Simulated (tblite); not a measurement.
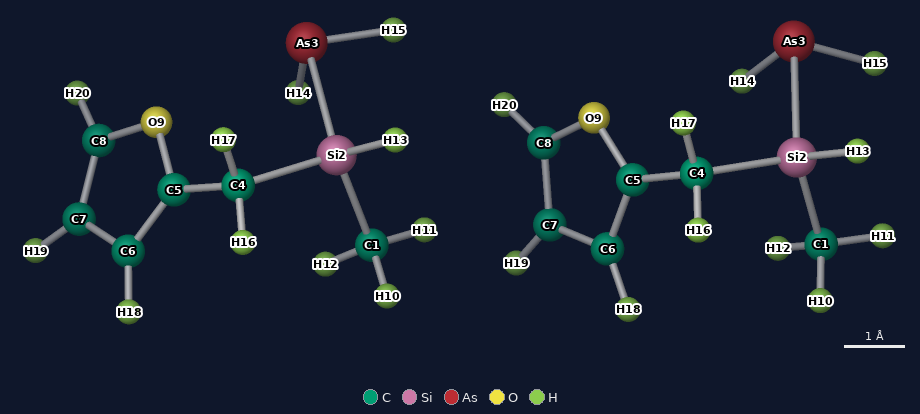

Two geometries of C$_{6}$H$_{11}$AsOSi, drawn at one scale. One is the start of a relaxation, the other its converged end. Style: ball-and-stick. Shown from a free direction.

Computed with tblite 0.8.0, GFN2-xTB geometry optimisation, gas phase. 

> Which of the two is the end point?

The left one is the relaxed one. H18 moves most after the best rigid fit: 0.75 Å. By element the largest moves are H 0.75 Å, As 0.47 Å, O 0.42 Å, C 0.37 Å, Si 0.10 Å. Some distances before and after: As3–H15 1.576 → 1.508 Å, As3–H14 1.556 → 1.499 Å, Si2–C4 1.874 → 1.928 Å, C5–O9 1.315 → 1.354 Å. Bond angles that change, for instance: O9–C8–H20 124.8° → 117.1°, C4–C5–C6 126.2° → 132.7°, C7–C8–H20 126.2° → 132.6°. Groups turn about C4–C5 by about 25°, Si2–As3 by about 25°. The energy falls by 10.7 kcal/mol in 103 geometry steps. The run took 1.7 s on 1 thread of Arm Neoverse N1, with other jobs on the host.
